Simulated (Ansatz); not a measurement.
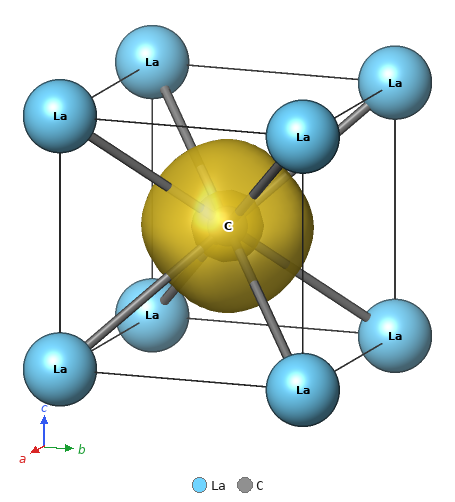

*LaC. Isosurface of the electron localisation function at 0.65 (yellow), seen slightly off an axis. Core shells and regions of very low density are left out. Sticks mark near contacts.*

Space group Pm-3m; started from the CsCl prototype, which need not be the ambient phase.

Computed with Ansatz 0.2.0, DFT PBE, spin-orbit coupling, plane waves, PAW.

In a PAW calculation such maps are meaningful between the atoms, not at the nuclei.

Question: What do the ELF domains correspond to?

Answer: The ELF exceeds this value in one region wrapped around C (its valence shell), counted in one cell of 2 atoms. Any copies at cell faces, edges or corners count once. Profiles from the grid: La–C (2.84 Å): the ELF peaks at about 0.80 in the valence shell of C, 0.7 Å from its nucleus, and drops to about 0.15 between the two atoms; no localised pair shows between them.
